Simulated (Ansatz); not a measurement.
# GeSiH5Cl (SMILES Cl[SiH2][GeH3]): BHLYP/cc-pVDZ

What is the vertical singlet–triplet gap of GeSiH5Cl at BHLYP/cc-pVDZ? 

Program for the calculation: Ansatz 0.2.0.

62 further runs of the same task are left out: 62 set aside as unsound or not needed.

### 1 The system as given

GeSiH5Cl: 8 atoms, total charge 0, spin state singlet. SMILES: `Cl[SiH2][GeH3]`. The shape is that of a PBE0-D4/def2-TZVP optimisation.

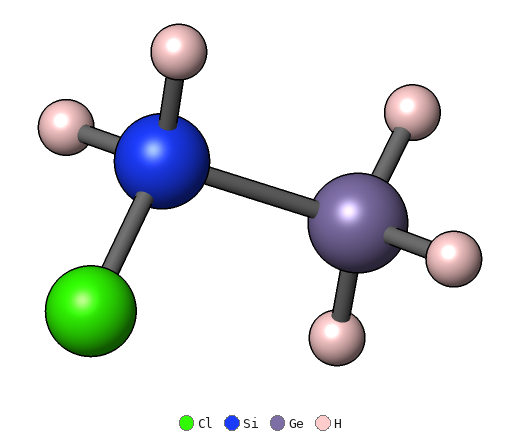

The structure, seen from a chosen angle (chlorine green, silicon blue, germanium purple, hydrogen pink).

### 2 The energy at BHLYP/cc-pVDZ

Input file in.yaml:

```yaml
crystal:
  periodic: [false, false, false]
  atoms:
    - {symbol: Cl, position_ang: [-2.290300, 1.217200, -0.310600]}
    - {symbol: Si, position_ang: [-0.414100, 0.602600, -0.906900]}
    - {symbol: Ge, position_ang: [0.581500, -0.662200, 0.842700]}
    - {symbol: H, position_ang: [-0.573600, -0.206400, -2.140800]}
    - {symbol: H, position_ang: [0.380700, 1.815700, -1.222200]}
    - {symbol: H, position_ang: [0.711200, 0.201700, 2.106100]}
    - {symbol: H, position_ang: [1.981500, -1.135500, 0.415600]}
    - {symbol: H, position_ang: [-0.284600, -1.890300, 1.160200]}
basis:
  gaussian:
    orbitals: cc-pVDZ
hamiltonian:
  xc: {name: BHLYP}
accuracy: high
output:
  orbitals: {seedname: orbitals}
```

Command:

```
$ ansatz run in.yaml --threads 1 --pin off --max-ram 3480MiB --events-out events.jsonl --progress --plain --runs-dir runs
```

The program printed:

```text
Warning: RAYON_NUM_THREADS=1 ignored (pool sized by the plan → 1); use --threads N
Functional definition: BHLYP
  name "BHLYP"
  parameter a = 0.5
  exchange = (1 - a)*b88_x + a*exact_x
  correlation = lyp_c
2044 factors; integrals over basis functions are off by at most 4.4e-9 eV
mean field evaluation 1: about -76999.1521 eV, gradient 9.9e0 eV
mean field evaluation 2: about -76999.3753 eV, gradient 5.7e0 eV
mean field evaluation 4: about -76999.4624 eV, gradient 1.2e0 eV
mean field evaluation 8: about -76999.6809 eV, gradient 1.2e-2 eV
mean field evaluation 16: about -76999.6810 eV, gradient 7.3e-6 eV
mean field -76999.68101765 eV, -2829.6860851403 hartree, gradient 8.3e-8 eV, S^2 0.000000; 0 other end points of the search recorded, 0 dependent functions left out
reference -76999.68104738 eV, -2829.6860862328 hartree; 34, 34 occupied and 54, 54 virtual orbitals, 2044 factors
Total energy: -76999.68104738 eV, -2829.6860862328 hartree
```

It took 13 s on 1 thread of Arm Neoverse V1, shared host; peak memory 0.35 GiB.

### 3 The triplet, same level

Input file run.yaml:

```yaml
crystal:
  periodic: [false, false, false]
  atoms:
    - {symbol: Cl, position_ang: [-2.290300, 1.217200, -0.310600]}
    - {symbol: Si, position_ang: [-0.414100, 0.602600, -0.906900]}
    - {symbol: Ge, position_ang: [0.581500, -0.662200, 0.842700]}
    - {symbol: H, position_ang: [-0.573600, -0.206400, -2.140800]}
    - {symbol: H, position_ang: [0.380700, 1.815700, -1.222200]}
    - {symbol: H, position_ang: [0.711200, 0.201700, 2.106100]}
    - {symbol: H, position_ang: [1.981500, -1.135500, 0.415600]}
    - {symbol: H, position_ang: [-0.284600, -1.890300, 1.160200]}
basis:
  gaussian:
    orbitals: cc-pVDZ
hamiltonian:
  xc: {name: BHLYP}
magnetization:
  spin_polarized: true
  initial_magnetization: 2
accuracy: high
output: {orbitals: {seedname: orbitals}}
```

Command:

```
$ ansatz run run.yaml --threads 1 --pin off --max-ram 3480MiB --events-out events.jsonl --progress --plain --runs-dir runs
```

The program printed:

```text
Warning: RAYON_NUM_THREADS=1 ignored (pool sized by the plan → 1); use --threads N
[... 5 set-up lines as earlier in the session ...]
2044 factors; integrals over basis functions are off by at most 4.4e-9 eV
mean field evaluation 1: about -76992.9607 eV, gradient 7.2e0 eV
mean field evaluation 2: about -76993.2148 eV, gradient 5.2e0 eV
mean field evaluation 4: about -76993.4132 eV, gradient 4.4e-1 eV
mean field evaluation 8: about -76993.4324 eV, gradient 9.1e-2 eV
mean field evaluation 16: about -76993.4332 eV, gradient 1.8e-3 eV
mean field evaluation 32: about -76993.4332 eV, gradient 2.1e-7 eV
mean field -76993.43319834 eV, -2829.4564820155 hartree, gradient 8.6e-8 eV, S^2 2.006434; 4 other end points of the search recorded, 0 dependent functions left out
reference -76993.43322785 eV, -2829.4564830999 hartree; 35, 33 occupied and 53, 55 virtual orbitals, 2044 factors
Total energy: -76993.43322785 eV, -2829.4564830999 hartree
```

Wall time 28 s (1 thread of Arm Neoverse V1, shared host); peak memory 0.53 GiB.

### 4 Outcome

At BHLYP/cc-pVDZ:

| quantity | value |
| --- | --- |
| singlet: total energy | -2829.68609 Eh |
| singlet: HOMO energy | -9.14 eV |
| singlet: LUMO energy | 0.73 eV |
| singlet: HOMO–LUMO gap | 9.87 eV |
| triplet: total energy | -2829.45648 Eh |
| triplet: HOMO energy (highest over α and β) | -2.96 eV |
| triplet: ⟨S²⟩ | 2.006 |
| vertical energy of the triplet above the singlet | 6.248 eV |

**Reading.** At this shape the triplet lies 6.25 eV (603 kJ/mol) above the singlet.
